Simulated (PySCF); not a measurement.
# C₃H₁₀S₂Si: electronic excitations

Wanted: the electronic excitations of C₃H₁₀S₂Si (`CC[Si@@H](S)SC`), by calculation.

Programs: PySCF 2.14.0, with density-fitted response routines of our own. Each step states its level of theory. These are calculated values for one molecule in the gas phase, unless marked as measured. Atoms count from 0, in the outputs and in this text.

## 1. The molecule as given

16 atoms, charge 0, multiplicity 1; geometry from: GFN2-xTB.

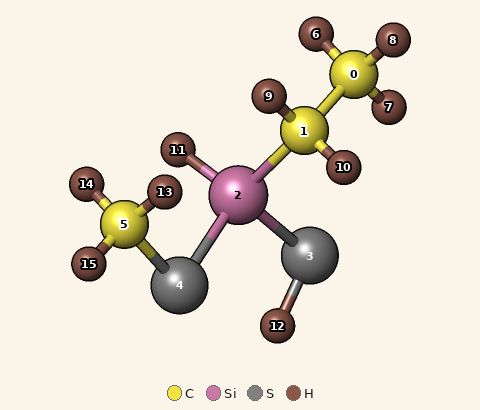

The starting geometry (carbon yellow, silicon pink, sulfur grey, hydrogen brown), atoms numbered.

## 2. TDDFT and polarisability: wB97X-D/def2-SVPD

The job: settings as JSON, then the geometry in Å.

```
{"job": {"kind": "uv", "xc": "wB97X-D", "basis": "def2-SVPD", "nstates": 8, "ntriplets": 3}, "charge": 0, "multiplicity": 1}
C     -2.347418    -0.653985    -0.101979
C     -0.959394    -0.542479     0.520372
Si     0.116505     0.738945    -0.378510
S     -0.931201     2.613305    -0.416247
S      1.981059     1.115410     0.626311
C      2.698381    -0.551824     0.586362
H     -2.280928    -0.998158    -1.131399
H     -2.841893     0.314493    -0.100468
H     -2.963765    -1.356031     0.455735
H     -0.477998    -1.522297     0.499516
H     -1.061994    -0.264184     1.572795
H      0.422595     0.340533    -1.751458
H      0.093412     3.371390    -0.065019
H      2.086907    -1.227469     1.174891
H      2.769106    -0.893606    -0.440895
H      3.689027    -0.475098     1.021569
```

Level: TDDFT wB97X-D/def2-SVPD, vertical, gas phase, core orbitals frozen in the response.

Launch:

```sh
OMP_NUM_THREADS=1 python probes_run.py task.json out
```

The driver reads the jobs from task.json and runs them one after another.

Standard output:

```text
coarse grid: 14336 points
cycle   1  E = -1205.6519320791  dE =  4.066e-01  |g| = 3.446e-01  |ddm| = 5.102e+00
cycle   2  E = -1205.6767980229  dE = -2.487e-02  |g| = 2.415e-01  |ddm| = 1.373e+00
cycle   3  E = -1205.6931953199  dE = -1.640e-02  |g| = 2.819e-02  |ddm| = 5.565e-01
cycle   4  E = -1205.6935025130  dE = -3.072e-04  |g| = 8.564e-03  |ddm| = 9.640e-02
cycle   5  E = -1205.6935313472  dE = -2.883e-05  |g| = 2.232e-03  |ddm| = 2.421e-02
cycle   6  E = -1205.6935335495  dE = -2.202e-06  |g| = 6.666e-04  |ddm| = 7.112e-03
final grid: 122768 points
cycle   7  E = -1205.8233525142  dE = -1.218e-04  |g| = 5.973e-03  |ddm| = 1.191e-01
cycle   8  E = -1205.8233580686  dE = -5.554e-06  |g| = 4.149e-03  |ddm| = 2.164e-02
cycle   9  E = -1205.8233624135  dE = -4.345e-06  |g| = 5.850e-04  |ddm| = 7.169e-03
cycle  10  E = -1205.8233625340  dE = -1.205e-07  |g| = 2.478e-04  |ddm| = 1.802e-03
cycle  11  E = -1205.8233625562  dE = -2.221e-08  |g| = 4.502e-05  |ddm| = 7.327e-04
cycle  12  E = -1205.8233625574  dE = -1.176e-09  |g| = 1.411e-05  |ddm| = 1.916e-04
cycle  13  E = -1205.8233625575  dE = -1.114e-10  |g| = 4.442e-06  |ddm| = 5.468e-05
converged SCF energy = -1205.8233625575

Static polarisability (au): isotropic 104.721, principal 85.809 106.383 121.971

Singlet excitations
state   eV       nm        f      main configurations
  1   5.5770    222.3   0.00313   H->L 0.79
  2   6.0396    205.3   0.00182   H-1->L 0.43, H-1->L+1 0.37, H-1->L+3 0.09
  3   6.2898    197.1   0.00461   H->L+1 0.71
  4   6.4672    191.7   0.02728   H-1->L 0.38, H-1->L+1 0.34, H-1->L+3 0.10
  5   6.6942    185.2   0.03071   H->L+2 0.52, H->L+3 0.23, H->L+1 0.08
  6   7.1292    173.9   0.00138   H->L+3 0.27, H->L+2 0.20, H->L+5 0.13
  7   7.2393    171.3   0.00643   H->L+4 0.52, H->L+3 0.11, H->L+6 0.11
  8   7.2930    170.0   0.01581   H-1->L+4 0.24, H-1->L+2 0.20, H-1->L+3 0.14

Triplet excitations (Tamm-Dancoff, eV): 5.2819 5.6944 5.8893
```

Wall time 61 s (1 thread of Arm Neoverse V1, shared host); peak memory 0.9 GiB.

Frontier orbitals and where they lie:

```
orbital      eV                       atoms
 HOMO−3  -10.83   S3 54 %, Si2 15 %, C1 7 %
 HOMO−2  -10.29   S4 51 %, Si2 15 %, C5 8 %
 HOMO−1   -9.21  S3 73 %, Si2 10 %, H12 6 %
   HOMO   -8.72   S4 70 %, C5 10 %, Si2 8 %
   LUMO    1.47  S4 30 %, S3 20 %, Si2 14 %
 LUMO+1    1.93  S3 29 %, Si2 18 %, S4 12 %
 LUMO+2    2.04  S4 31 %, S3 22 %, Si2 11 %
```

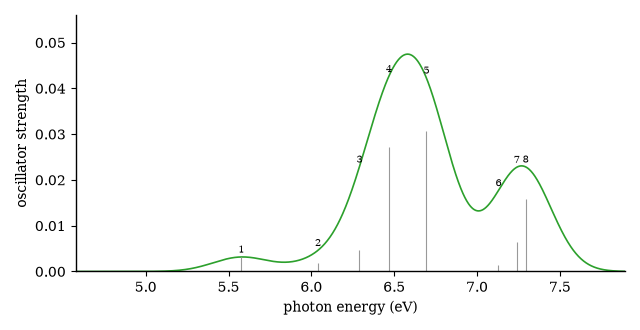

Absorption spectrum from the 8 singlet states computed; above the last one it falls off for lack of states. Lines are broadened to a width of 0.40 eV (Gaussian).

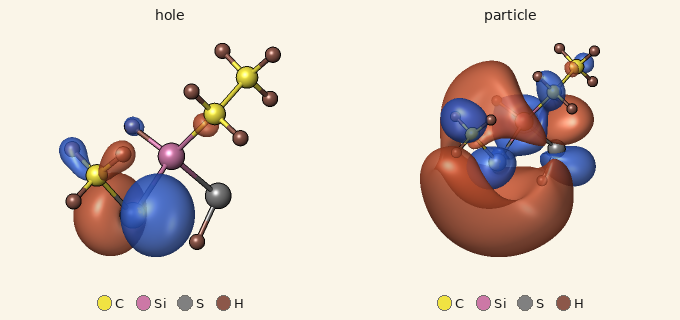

Leading natural transition orbitals of singlet state 5: the electron leaves the hole (left) for the particle orbital (right).

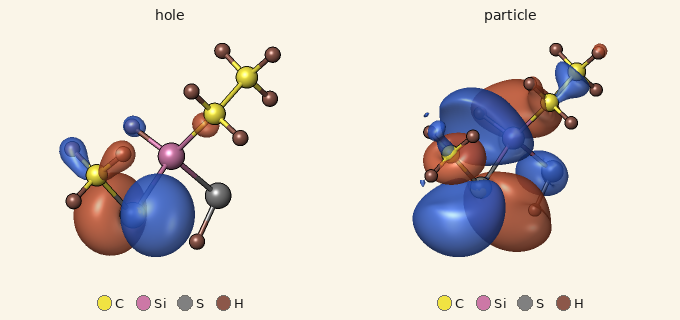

Leading natural transition orbitals of singlet state 1: the electron leaves the hole (left) for the particle orbital (right).

Further results of this job:

```
           property  computed
  dipole moment (D)      2.59
polarisability (Å³)     15.52
 HOMO–LUMO gap (eV)     10.20
      −ε(HOMO) (eV)      8.72
```

The fields below are evaluated on a grid from the run's orbitals.

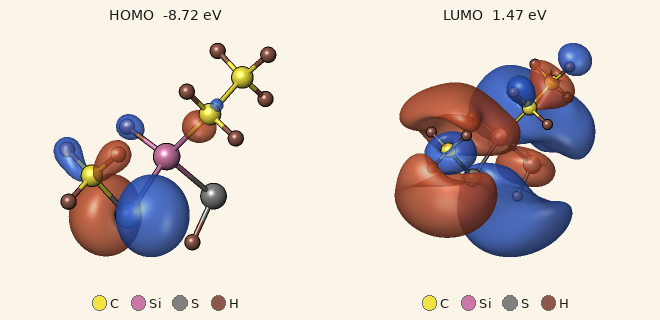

Frontier orbitals at wB97X-D/def2-SVPD; each surface holds 70 % of the orbital's density, blue and red mark the sign.

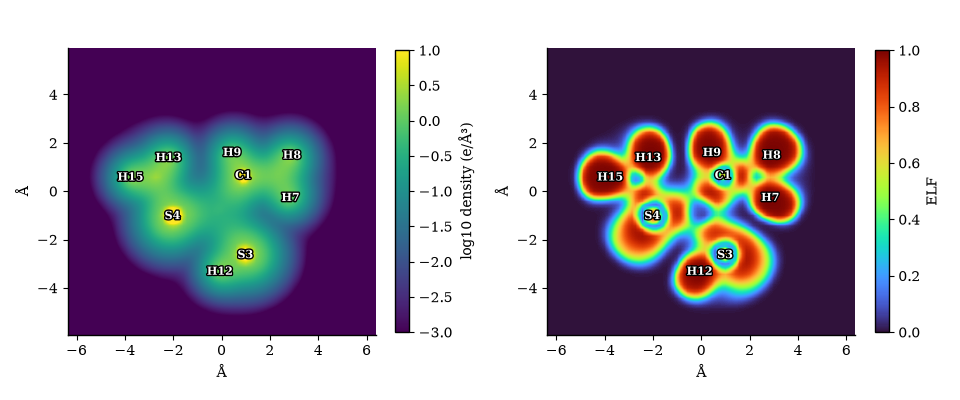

Density (left) and ELF (right) in a plane through or near 9 of the atoms.

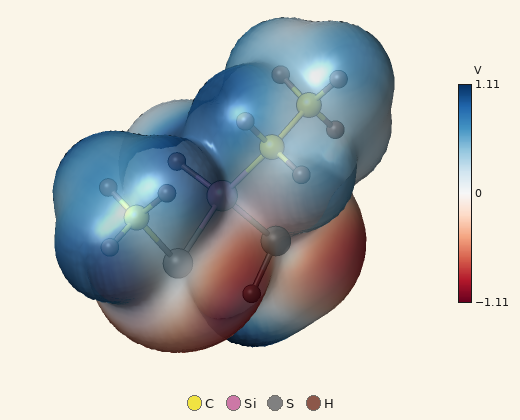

Electrostatic potential on the surface of density 0.002 e/bohr³; red is low, blue high. It runs from -0.94 V near S4 to 1.11 V near H12.

## 3. Outcome

| quantity | value |
| --- | --- |
| lowest singlet (wB97X-D/def2-SVPD) | 5.58 eV (222 nm), f = 0.003 |
| brightest single state of those computed | state 5, 6.69 eV, f = 0.031 |
| lowest triplet | 5.28 eV |
| surface potential, least and greatest | -0.94 V and 1.11 V |

In words: The lowest singlet, at 5.58 eV, is HOMO→LUMO 0.79 and is weak; of the 8 states computed, the strongest absorption comes from state 5 at 6.69 eV. The lowest triplet lies 0.30 eV below the lowest singlet (triplets in Tamm-Dancoff, singlets in full TDDFT).
